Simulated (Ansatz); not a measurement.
# C2H5NSi: rotation by 180° about the N1–C2 bond, part 2 of 2

Wanted: the energy profile along the rotation by 180° about the N1–C2 bond, from relaxed end points and a band of images. SMILES of the start: NC1=C[SiH2]1.

Ansatz 0.2.0; RKS PBE0-D4/def2-SVP. Earlier steps stand in the parts before.

### 5 Images and barrier

The 5 inner images lie between the fixed ends 0 and 6. Energy is taken from image 0, and the path length is the program's own coordinate along the band.

| image | path (Å) | energy (eV) | dihedral H5–N1–C2–Si4 (°) | band force (eV/Å) |
| --- | --- | --- | --- | --- |
| 0 | 0.000 | 0.0000 | 174 | - |
| 1 | 0.618 | 0.1393 | -159 | 0.021 |
| 2 | 1.236 | 0.4533 | -139 | 0.012 |
| 3* | 1.854 | 0.6297 | -122 | 0.009 |
| 4 | 2.471 | 0.4532 | -100 | 0.008 |
| 5 | 3.089 | 0.1392 | -65 | 0.016 |
| 6 | 3.707 | 0.0000 | -13 | - |

The star marks the climbing image.

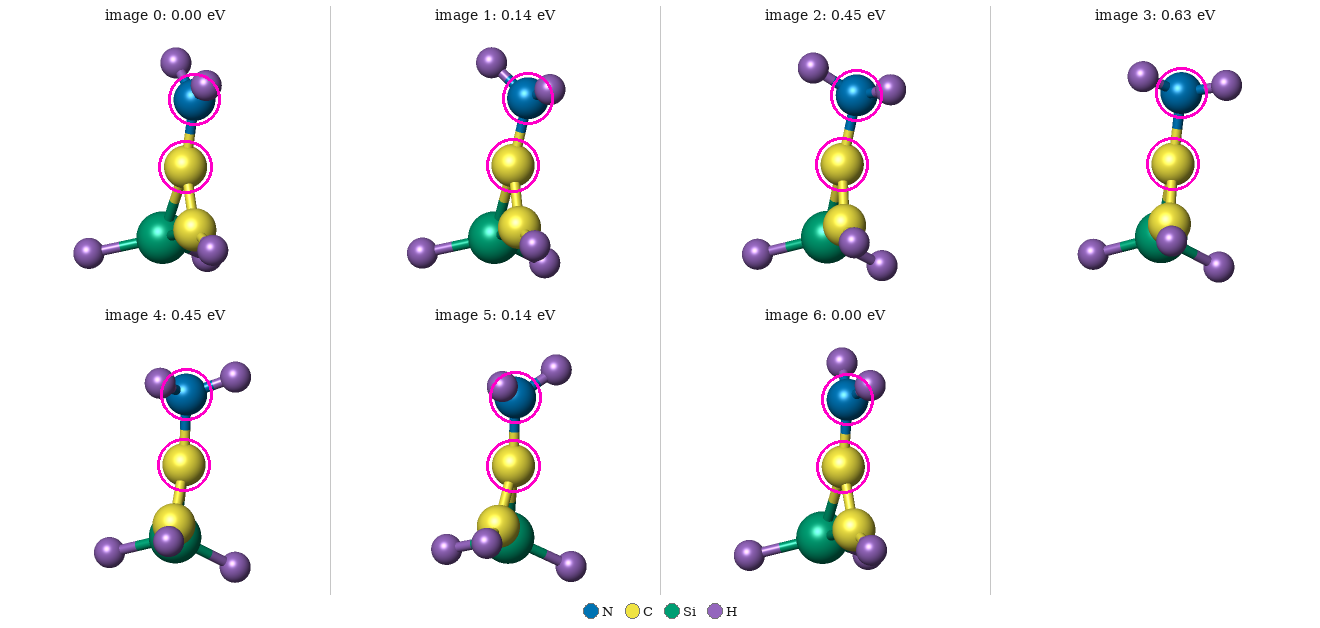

Snapshots along the band, viewed from a free direction. Ringed: N1, C2. Sticks join atoms closer than a bonding distance in each image.

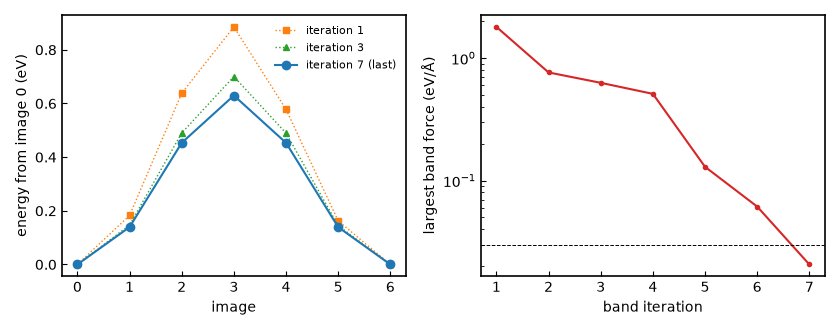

Left: energy of each image for early iterations and the last one (lines only join the points; early values far above the last band run off the scale). Right: the largest band force by iteration, with the threshold dashed.

The top of the band by iteration:

```csv
iteration,highest image above image 0 (eV),largest band force (eV/Å)
1,0.8854,1.794
2,0.7728,0.762
3,0.7003,0.627
4,0.6951,0.510
5,0.6319,0.129
6,0.6299,0.061
7,0.6297,0.021
```

Positions of all images (Å):

```xyz
9
image=0 dE=0.0000
N     0.139    1.201   -1.180
C     0.100    0.200   -0.281
C     0.780   -0.927    0.028
Si   -0.635   -0.707    1.124
H     0.935    1.305   -1.797
H    -0.464    2.002   -1.070
H     1.660   -1.457   -0.342
H    -0.515   -0.194    2.523
H    -1.913   -1.469    0.979
9
image=1 dE=0.1393
N     0.052    1.190   -1.230
C     0.069    0.250   -0.243
C     0.798   -0.834    0.087
Si   -0.688   -0.726    1.111
H     0.775    1.097   -1.936
H    -0.093    2.151   -0.946
H     1.717   -1.300   -0.275
H    -0.696   -0.225    2.517
H    -1.845   -1.651    0.896
9
image=2 dE=0.4533
N    -0.014    1.253   -1.217
C     0.031    0.275   -0.228
C     0.815   -0.748    0.143
Si   -0.751   -0.747    1.077
H     0.524    0.984   -2.037
H     0.339    2.147   -0.886
H     1.793   -1.141   -0.150
H    -0.850   -0.295    2.494
H    -1.799   -1.774    0.787
9
image=3 dE=0.6297
N    -0.012    1.345   -1.153
C     0.005    0.273   -0.236
C     0.837   -0.674    0.211
Si   -0.802   -0.783    1.023
H     0.213    0.996   -2.085
H     0.729    2.006   -0.914
H     1.871   -0.985    0.022
H    -0.989   -0.355    2.441
H    -1.764   -1.869    0.674
9
image=4 dE=0.4532
N     0.076    1.374   -1.077
C     0.025    0.253   -0.254
C     0.870   -0.629    0.301
Si   -0.818   -0.827    0.964
H    -0.135    1.145   -2.046
H     0.988    1.821   -1.049
H     1.938   -0.855    0.228
H    -1.132   -0.391    2.360
H    -1.724   -1.937    0.556
9
image=5 dE=0.1392
N     0.180    1.333   -1.060
C     0.076    0.242   -0.251
C     0.906   -0.596    0.401
Si   -0.807   -0.864    0.913
H    -0.425    1.363   -1.871
H     1.125    1.640   -1.265
H     1.985   -0.762    0.436
H    -1.294   -0.413    2.255
H    -1.658   -1.989    0.424
9
image=6 dE=0.0000
N     0.221    1.273   -1.089
C     0.127    0.224   -0.251
C     0.791   -0.918    0.039
Si   -0.633   -0.706    1.126
H    -0.535    1.938   -1.151
H     0.888    1.263   -1.850
H     1.674   -1.444   -0.326
H    -0.524   -0.233    2.540
H    -1.920   -1.444    0.945
```

### 6 Vibrations at the top

The geometry is the highest inner image of the first converged band.

Contents of input.yaml:

```yaml
crystal:
  periodic: [false, false, false]
  atoms:
    - { symbol: "N", position_ang: [-0.011528, 1.345094, -1.15271] }
    - { symbol: C, position_ang: [0.004972, 0.272532, -0.236491] }
    - { symbol: C, position_ang: [0.837417, -0.67437, 0.210831] }
    - { symbol: Si, position_ang: [-0.801561, -0.783111, 1.023163] }
    - { symbol: H, position_ang: [0.213229, 0.996034, -2.084867] }
    - { symbol: H, position_ang: [0.728594, 2.005783, -0.913886] }
    - { symbol: H, position_ang: [1.870626, -0.984779, 0.022164] }
    - { symbol: H, position_ang: [-0.989002, -0.354565, 2.440571] }
    - { symbol: H, position_ang: [-1.764346, -1.869019, 0.674226] }
basis:
  gaussian: { orbitals: def2-SVP }
hamiltonian:
  xc: pbe0
  dispersion: d4
phonons: {}
```

Command:

```console
$ ansatz run input.yaml --threads 1 --pin off --max-ram 2048MiB --backend cpu --events-out ev --progress --plain --runs-dir out
```

Log (excerpt; [...] marks lines left out):

```text
Warning: RAYON_NUM_THREADS=1 ignored (pool sized by the plan → 1); use --threads N
[...]
Functional definition: PBE0
[...]
939 factors; integrals over basis functions are off by at most 3.6e-4 eV
[...]
mean field -11507.80057406 eV, -422.9038708292 hartree, gradient 5.1e-5 eV, S^2 0.000000; 0 other end points of the search recorded, 0 dependent functions left out
[...]
reference -11507.80060077 eV, -422.9038718109 hartree; 19, 19 occupied and 66, 66 virtual orbitals, 939 factors
[...]
939 factors; integrals over basis functions are off by at most 3.6e-4 eV
[...]
mean field -11507.80048024 eV, -422.9038673816 hartree, gradient 1.6e-6 eV, S^2 0.000000; 0 other end points of the search recorded, 0 dependent functions left out
[...]
reference -11507.80050694 eV, -422.9038683627 hartree; 19, 19 occupied and 66, 66 virtual orbitals, 939 factors
[...]
939 factors; integrals over basis functions are off by at most 3.6e-4 eV
[...]
WARN: phonons: modes at or below zero, which the zero-point energy, F, S and C_V leave out: 1, the lowest at -471.81 cm⁻¹. A minimum has none, and a first-order saddle one
[...]
Atom 0 at    -0.011528     1.345094    -1.152710 Å, force     0.000275    -0.008879     0.007648 eV/Å
Atom 1 at     0.004972     0.272532    -0.236491 Å, force    -0.005550     0.009168    -0.007846 eV/Å
Atom 2 at     0.837417    -0.674370     0.210831 Å, force    -0.002524    -0.009250     0.006332 eV/Å
Atom 3 at    -0.801561    -0.783111     1.023163 Å, force     0.006978     0.000381    -0.000054 eV/Å
Atom 4 at     0.213229     0.996034    -2.084867 Å, force     0.000239     0.003011    -0.004336 eV/Å
Atom 5 at     0.728594     2.005783    -0.913886 Å, force     0.000354     0.001550     0.000409 eV/Å
Atom 6 at     1.870626    -0.984779     0.022164 Å, force    -0.000651     0.001938    -0.000096 eV/Å
Atom 7 at    -0.989002    -0.354565     2.440571 Å, force     0.000923     0.003375     0.001226 eV/Å
Atom 8 at    -1.764346    -1.869019     0.674226 Å, force    -0.000044    -0.001293    -0.003283 eV/Å
Dipole moment:     0.339044     0.032790    -0.177881 e Å
Vibrations: -471.81 316.59 352.31 575.58 617.84 648.12 652.58 752.54 833.54 843.25 969.67 1016.26 1165.92 1181.29 1580.04 1700.52 2230.61 2236.00 3197.25 3511.20 3596.05 cm⁻¹, zero-point energy 1.734364 eV
```

It took 1.7 min on 1 thread of Arm Neoverse V2, shared host; peak memory 0.16 GiB.

Of 21 modes, 1 is imaginary by more than 30 cm⁻¹ (472i cm⁻¹).

### 7 The band again, with other settings

crystal.atoms is end A as relaxed above, and neb.final_atoms is end B, turned to lie on A. With 5 inner images the band has 7 in all.

Contents of input.yaml:

```yaml
crystal:
  periodic: [false, false, false]
  atoms:
    - { symbol: "N", position_ang: [0.138983, 1.200822, -1.180432] }
    - { symbol: C, position_ang: [0.100483, 0.200133, -0.281359] }
    - { symbol: C, position_ang: [0.780364, -0.927161, 0.027528] }
    - { symbol: Si, position_ang: [-0.634637, -0.707285, 1.123901] }
    - { symbol: H, position_ang: [0.935121, 1.304868, -1.796997] }
    - { symbol: H, position_ang: [-0.463562, 2.002067, -1.069685] }
    - { symbol: H, position_ang: [1.659933, -1.457068, -0.34236] }
    - { symbol: H, position_ang: [-0.515342, -0.194116, 2.523094] }
    - { symbol: H, position_ang: [-1.912943, -1.46866, 0.979312] }
basis:
  gaussian: { orbitals: def2-SVP }
hamiltonian:
  xc: pbe0
  dispersion: d4
neb:
  order_check: false
  images: 5
  f_tol: 0.03
  max_iterations: 60
  initial_path: idpp
  optimiser: fire
  climbing: immediate
  final_atoms:
    - { symbol: "N", position_ang: [0.22509505, 1.2761969, -1.08407522] }
    - { symbol: C, position_ang: [0.12781448, 0.22428519, -0.25039697] }
    - { symbol: C, position_ang: [0.7844818, -0.92335099, 0.03238283] }
    - { symbol: Si, position_ang: [-0.63328838, -0.70642879, 1.12561292] }
    - { symbol: H, position_ang: [-0.52608831, 1.94712749, -1.1409446] }
    - { symbol: H, position_ang: [0.88980443, 1.2649927, -1.84775376] }
    - { symbol: H, position_ang: [1.66323278, -1.45394695, -0.33884228] }
    - { symbol: H, position_ang: [-0.51625148, -0.24034729, 2.54108851] }
    - { symbol: H, position_ang: [-1.92640036, -1.43492826, 0.94593057] }
```

Command:

```console
$ ansatz run input.yaml --threads 1 --pin off --max-ram 2048MiB --backend cpu --events-out ev --progress --plain --runs-dir out
```

Log:

```text
Warning: RAYON_NUM_THREADS=1 ignored (pool sized by the plan → 1); use --threads N
[... 7 set-up lines as earlier in the session ...]
941 factors; integrals over basis functions are off by at most 3.1e-4 eV
mean field evaluation 1: about -11501.7978 eV, gradient 5.2e1 eV
mean field evaluation 2: about -11495.8437 eV, gradient 6.8e1 eV
mean field evaluation 4: about -11508.3846 eV, gradient 3.3e0 eV
mean field evaluation 8: about -11508.4297 eV, gradient 9.2e-2 eV
mean field -11508.42976874 eV, -422.9269933072 hartree, gradient 6.2e-5 eV, S^2 0.000000; 0 other end points of the search recorded, 0 dependent functions left out
[... 4 lines left out ...]
mean field -11508.42977570 eV, -422.9269935632 hartree, gradient 6.2e-5 eV, S^2 0.000000; 0 other end points of the search recorded, 0 dependent functions left out
[... 2 lines left out ...]
NEB end point (image 0): max|allowed force component| = 7.305e-3 eV/Å (the criterion of neb.relax_end_points is 1.000e-2)
NEB end point (image 6): max|allowed force component| = 1.052e-2 eV/Å (the criterion of neb.relax_end_points is 1.000e-2)
[... 2 lines left out ...]
mean field -11508.24719126 eV, -422.9202837086 hartree, gradient 5.9e-5 eV, S^2 0.000000; 0 other end points of the search recorded, 0 dependent functions left out
[... 3 lines left out ...]
mean field -11507.79189560 eV, -422.9035519019 hartree, gradient 7.5e-5 eV, S^2 0.000000; 0 other end points of the search recorded, 0 dependent functions left out
[... 4 lines left out ...]
mean field -11507.54438832 eV, -422.8944561770 hartree, gradient 8.2e-5 eV, S^2 0.000000; 0 other end points of the search recorded, 0 dependent functions left out
[... 3 lines left out ...]
mean field -11507.85196500 eV, -422.9057594113 hartree, gradient 2.9e-5 eV, S^2 0.000000; 0 other end points of the search recorded, 0 dependent functions left out
[... 4 lines left out ...]
mean field -11508.26722313 eV, -422.9210198662 hartree, gradient 2.2e-5 eV, S^2 0.000000; 0 other end points of the search recorded, 0 dependent functions left out
[... from here on, the SCF cycles and remarks between the steps are left out, and one step in 2 is shown ...]
NEB iter   1: max|band force component| = 1.791e0 eV/Å  barrier→ = 0.8854 eV  barrier← = 0.8854 eV  CI = image 3  Δτ_max = 0.0349 Å  (173 SCF iters)
NEB iter   2: max|band force component| = 1.993e0 eV/Å  barrier→ = 0.8581 eV  barrier← = 0.8581 eV  CI = image 3  Δτ_max = 0.0084 Å  (148 SCF iters)
NEB iter   4: max|band force component| = 6.110e-1 eV/Å  barrier→ = 0.8172 eV  barrier← = 0.8172 eV  CI = image 3  Δτ_max = 0.0006 Å  (136 SCF iters)
NEB iter   6: max|band force component| = 5.022e-1 eV/Å  barrier→ = 0.8136 eV  barrier← = 0.8136 eV  CI = image 3  Δτ_max = 0.0018 Å  (111 SCF iters)
NEB iter   8: max|band force component| = 3.445e-1 eV/Å  barrier→ = 0.8094 eV  barrier← = 0.8094 eV  CI = image 3  Δτ_max = 0.0026 Å  (111 SCF iters)
NEB iter  10: max|band force component| = 4.812e-1 eV/Å  barrier→ = 0.8064 eV  barrier← = 0.8064 eV  CI = image 3  Δτ_max = 0.0036 Å  (114 SCF iters)
NEB iter  12: max|band force component| = 3.792e-1 eV/Å  barrier→ = 0.8006 eV  barrier← = 0.8006 eV  CI = image 3  Δτ_max = 0.0052 Å  (117 SCF iters)
NEB iter  14: max|band force component| = 2.030e-1 eV/Å  barrier→ = 0.7932 eV  barrier← = 0.7932 eV  CI = image 3  Δτ_max = 0.0066 Å  (125 SCF iters)
NEB iter  16: max|band force component| = 2.442e-1 eV/Å  barrier→ = 0.7847 eV  barrier← = 0.7847 eV  CI = image 3  Δτ_max = 0.0072 Å  (123 SCF iters)
NEB iter  18: max|band force component| = 2.872e-1 eV/Å  barrier→ = 0.7732 eV  barrier← = 0.7732 eV  CI = image 3  Δτ_max = 0.0105 Å  (136 SCF iters)
NEB iter  20: max|band force component| = 2.535e-1 eV/Å  barrier→ = 0.7550 eV  barrier← = 0.7550 eV  CI = image 3  Δτ_max = 0.0155 Å  (137 SCF iters)
NEB iter  22: max|band force component| = 2.687e-1 eV/Å  barrier→ = 0.7257 eV  barrier← = 0.7257 eV  CI = image 3  Δτ_max = 0.0226 Å  (141 SCF iters)
NEB iter  24: max|band force component| = 3.273e-1 eV/Å  barrier→ = 0.6854 eV  barrier← = 0.6854 eV  CI = image 3  Δτ_max = 0.0317 Å  (148 SCF iters)
NEB iter  26: max|band force component| = 3.587e-1 eV/Å  barrier→ = 0.6563 eV  barrier← = 0.6563 eV  CI = image 3  Δτ_max = 0.0097 Å  (146 SCF iters)
NEB iter  28: max|band force component| = 1.832e-1 eV/Å  barrier→ = 0.6514 eV  barrier← = 0.6514 eV  CI = image 3  Δτ_max = 0.0043 Å  (111 SCF iters)
NEB iter  30: max|band force component| = 2.918e-1 eV/Å  barrier→ = 0.6506 eV  barrier← = 0.6506 eV  CI = image 3  Δτ_max = 0.0010 Å  (97 SCF iters)
NEB iter  32: max|band force component| = 1.512e-1 eV/Å  barrier→ = 0.6491 eV  barrier← = 0.6491 eV  CI = image 3  Δτ_max = 0.0013 Å  (107 SCF iters)
NEB iter  34: max|band force component| = 1.704e-1 eV/Å  barrier→ = 0.6484 eV  barrier← = 0.6484 eV  CI = image 3  Δτ_max = 0.0014 Å  (101 SCF iters)
NEB iter  36: max|band force component| = 1.679e-1 eV/Å  barrier→ = 0.6470 eV  barrier← = 0.6470 eV  CI = image 3  Δτ_max = 0.0023 Å  (98 SCF iters)
NEB iter  38: max|band force component| = 1.259e-1 eV/Å  barrier→ = 0.6446 eV  barrier← = 0.6446 eV  CI = image 3  Δτ_max = 0.0036 Å  (110 SCF iters)
NEB iter  40: max|band force component| = 1.778e-1 eV/Å  barrier→ = 0.6422 eV  barrier← = 0.6422 eV  CI = image 3  Δτ_max = 0.0051 Å  (103 SCF iters)
NEB iter  42: max|band force component| = 1.273e-1 eV/Å  barrier→ = 0.6391 eV  barrier← = 0.6391 eV  CI = image 3  Δτ_max = 0.0074 Å  (115 SCF iters)
NEB iter  44: max|band force component| = 1.036e-1 eV/Å  barrier→ = 0.6359 eV  barrier← = 0.6359 eV  CI = image 3  Δτ_max = 0.0097 Å  (117 SCF iters)
NEB iter  46: max|band force component| = 1.556e-1 eV/Å  barrier→ = 0.6333 eV  barrier← = 0.6333 eV  CI = image 3  Δτ_max = 0.0114 Å  (120 SCF iters)
NEB iter  48: max|band force component| = 1.568e-1 eV/Å  barrier→ = 0.6313 eV  barrier← = 0.6313 eV  CI = image 3  Δτ_max = 0.0122 Å  (118 SCF iters)
NEB iter  50: max|band force component| = 1.218e-1 eV/Å  barrier→ = 0.6307 eV  barrier← = 0.6307 eV  CI = image 3  Δτ_max = 0.0021 Å  (109 SCF iters)
NEB iter  52: max|band force component| = 1.133e-1 eV/Å  barrier→ = 0.6306 eV  barrier← = 0.6306 eV  CI = image 3  Δτ_max = 0.0003 Å  (94 SCF iters)
NEB iter  54: max|band force component| = 3.206e-2 eV/Å  barrier→ = 0.6305 eV  barrier← = 0.6305 eV  CI = image 3  Δτ_max = 0.0005 Å  (94 SCF iters)
NEB iter  56: max|band force component| = 4.531e-2 eV/Å  barrier→ = 0.6304 eV  barrier← = 0.6304 eV  CI = image 3  Δτ_max = 0.0001 Å  (87 SCF iters)
NEB iter  58: max|band force component| = 3.110e-2 eV/Å  barrier→ = 0.6304 eV  barrier← = 0.6304 eV  CI = image 3  Δτ_max = 0.0002 Å  (91 SCF iters)
NEB iter  60: max|band force component| = 3.032e-2 eV/Å  barrier→ = 0.6304 eV  barrier← = 0.6304 eV  CI = image 3  Δτ_max = 0.0002 Å  (91 SCF iters)
[...]
this run last wrote the band of iteration 60 to <dir>
Error: NEB band did not converge after 60 iterations: max|band force component| = 3.03e-2 eV/Å (threshold 3.0e-2); raise `neb.max_iterations` in a new run, which can start from the last band evaluated (`neb.initial_path`, with `crystal.atoms` and `neb.final_atoms` set to its first and last images), add images, or start from endpoints closer to local minima. Where this run's directory can be resumed (`checkpoint.write`), a resume goes on for up to `neb.max_iterations` more; to start a new run from the last band, take its images' positions from the `neb_iteration` event of iteration 60 (`data.images[].positions_ang`), in the event stream of the run that computed that iteration (not this run's, if it was resumed behind it). With `checkpoint.write`, `steps/00-neb/state/checkpoint.json` in the run directory holds the last saved band, under `neb.evaluated.images[].positions_ang` (a band under a hybrid functional on support functions is neither saved nor resumed: `neb.initial_path` says where its path is): check the last entry of `neb.iterations` there, which is earlier than 60 if that iteration was not saved or its write failed. If the band's step has no `state` directory and holds `state.next`, a write was cut short, and the file is under `state.next` instead (behind a loss of power it can be under `state.prev`)
this run wrote the band of iteration 60 to <dir> as well, whether or not its events were kept: a new run's `neb.initial_path` can list its `images[].positions_ang`
a run's events are kept only if it was started with --events-out <file>, and are in that file
```

Wall time 12 min (1 thread of Arm Neoverse V2, shared host); peak memory 0.17 GiB.

### 8 What the band shows

The run ended unconverged after 60 band iterations. The table shows its last band, which is no minimum-energy path. The 5 inner images lie between the fixed ends 0 and 6. Energy is taken from image 0, and the path length is the program's own coordinate along the band.

| image | path (Å) | energy (eV) | dihedral H5–N1–C2–Si4 (°) | band force (eV/Å) |
| --- | --- | --- | --- | --- |
| 0 | 0.000 | 0.0000 | 174 | - |
| 1 | 0.612 | 0.1382 | -159 | 0.020 |
| 2 | 1.227 | 0.4524 | -140 | 0.024 |
| 3* | 1.845 | 0.6304 | -124 | 0.025 |
| 4 | 2.463 | 0.4539 | -100 | 0.030 |
| 5 | 3.079 | 0.1400 | -65 | 0.029 |
| 6 | 3.694 | 0.0000 | -13 | - |

The star marks the climbing image.

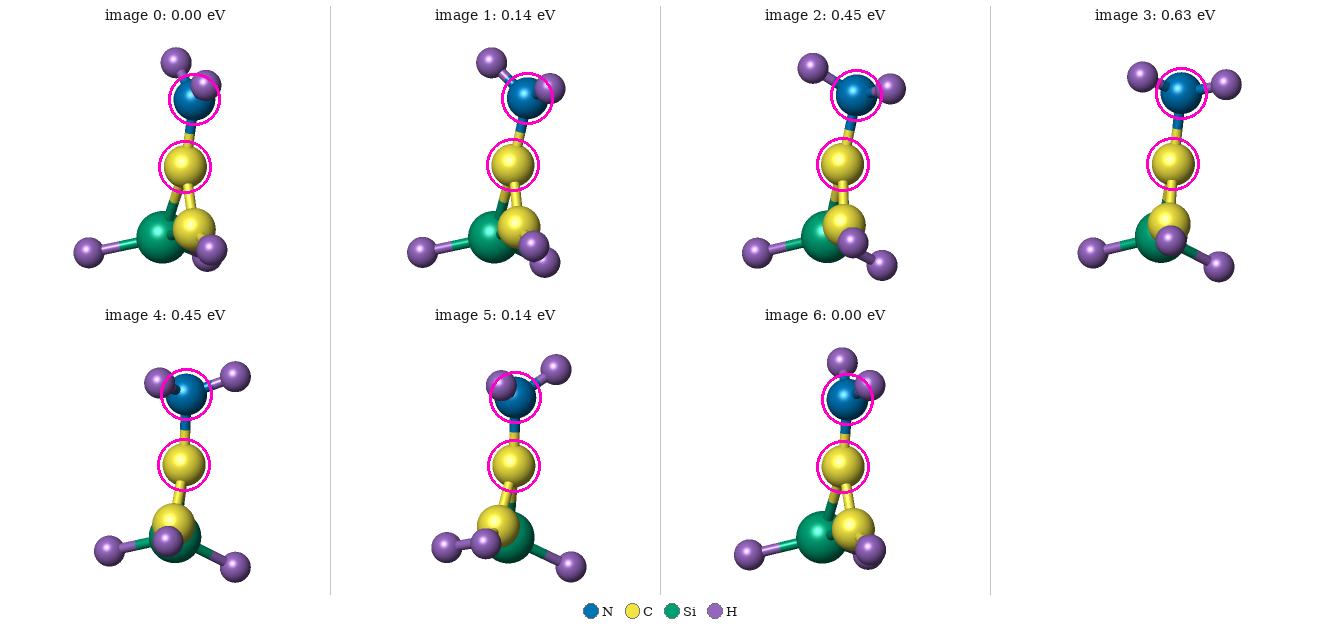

Snapshots along the band, viewed from a free direction. Ringed: N1, C2. Sticks join atoms closer than a bonding distance in each image.

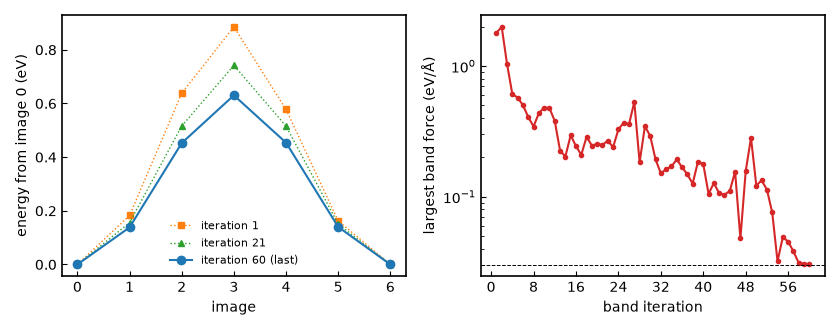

Left: energy of each image for early iterations and the last one (lines only join the points; early values far above the last band run off the scale). Right: the largest band force by iteration, with the threshold dashed.

### 9 Results

The summary covers parts 1 to 2.

```
                                quantity                                         value
                                   end A                       6 moves, 0.947 eV lower
                                   end B                       7 moves, 0.923 eV lower
            first band: barrier forwards                                       0.63 eV
           first band: barrier backwards                                       0.63 eV
first band: second end relative to first                                      0.000 eV
               first band: highest image                         3 of 0 to 6, climbing
             first band: band iterations                                             7
              imaginary modes at the top                                     472i cm⁻¹
                             second band  not converged, 60 iterations, 5 inner images
             time, first and second band                            1.9 min and 12 min
```

In words: In the first band: along this path the system climbs 0.63 eV from the first end (24 kT at 300 K), which at an assumed attempt frequency of 10^13 s⁻¹ means a rate near 10^2 s⁻¹. The two ends lie within 1 meV of each other. The listed dihedral goes from 174° at end A through -122° at the highest image to -13° at end B. One imaginary mode, as a first-order saddle point has. Zero-point energy and entropy are left out.
